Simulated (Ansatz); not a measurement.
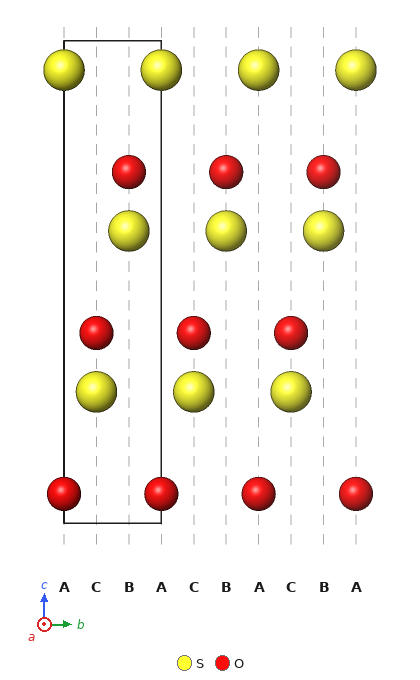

Projection along an edge of the hexagonal mesh, stacking direction c upwards. The dashed lines mark the three columns A (0, 0), B (1/3, 2/3) and C (2/3, 1/3). The sequence starts with the first layer at or above the cell's origin.

System SO; source of the atomic positions: the end point of a relaxation with DFT PBE+D3(BJ), scalar-relativistic, plane waves, PAW in Ansatz 0.2.0; the starting structure was generated, so it need not be a known form of this composition.

**Read off the stacking sequence over one period.**

O(A) – S(C) – O(C) – S(B) – O(B) – S(A) (six layers in 12.22 Å).

**How are the O and S layers alone stacked?**

O and S layers alone: ACCBBA, a sequence in which some neighbouring layers lie directly above each other.
